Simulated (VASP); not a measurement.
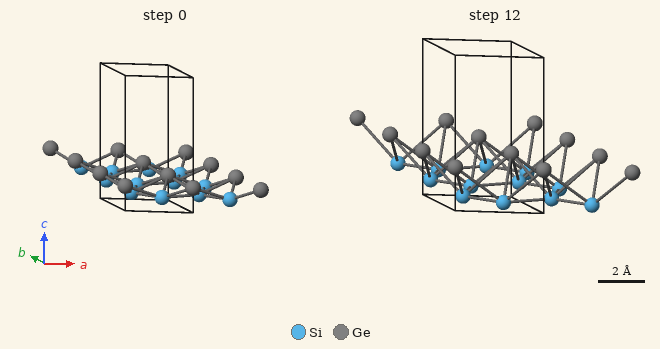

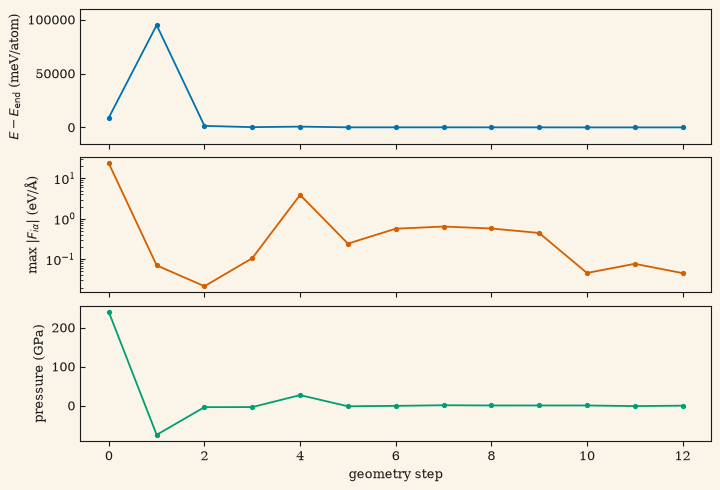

First and last geometry of a relaxation of solid Si2Ge (a generated structure, set up in P6mm), with the history of the run. The picture is a ball-and-stick view of the cell of the calculation, repeated 2 × 3 × 1 with one cell outlined, seen slightly off an axis.

The run lets cell and atoms move.

Level of theory: Kohn-Sham DFT of a periodic cell, PBE, VASP PAW PBE potentials, recommended in VASP 6.6.1.

Input
```
  PREC = Normal
  ENCUT = 520
  EDIFF = 1E-4
  ISMEAR = 0
  SIGMA = 0.15
  LREAL = False
  LASPH = True
  NELM = 60
  ALGO = Fast
  ISIF = 3
  LWAVE = False
  LCHARG = False
  GGA = PE
  IBRION = 2
  NSW = 24
  EDIFFG = -0.08
```

Launched with:
```bash
cat potpaw_PBE.64/Si/POTCAR potpaw_PBE.64/Ge_d/POTCAR > POTCAR
mpirun -np 1 vasp_std > vasp.out
```

What do the curves and the structures tell?

Answer. It converged. The atom that moves furthest relative to the cell is the Ge atom (0.67 Å along +c). Largest moves by element: Ge 0.67 Å, Si 0.34 Å. The drawn cell changes as follows: a = b 3.042 → 3.973 Å (+30.6 %), c 6.113 → 7.035 Å (+15.1 %); the volume changes by +96.3 %. Among the contacts that change: Ge–Si 1.872 → 2.890 Å, Si–Si 3.042 → 3.973 Å, Si–Si 1.756 → 2.294 Å. Bond angles that change, for instance: Si–Ge–Si 139.4° → 105.0°, Ge–Si–Ge 108.7° → 86.8°, Si–Ge–Si 108.7° → 86.8°. The space group stays P6mm (No. 183). Over 12 geometry steps the energy falls by 9133 meV per atom. Largest force component: 23 eV/Å at the start, 0.046 eV/Å at the end. Pressure: 239.61 GPa at the start and −0.08 GPa at the end. At step 1 the optimiser overshot: the energy rose above the start, and later steps came back. The volume changes by over a tenth within one run on a fixed set of plane waves, so the end point should be relaxed again from the new cell.
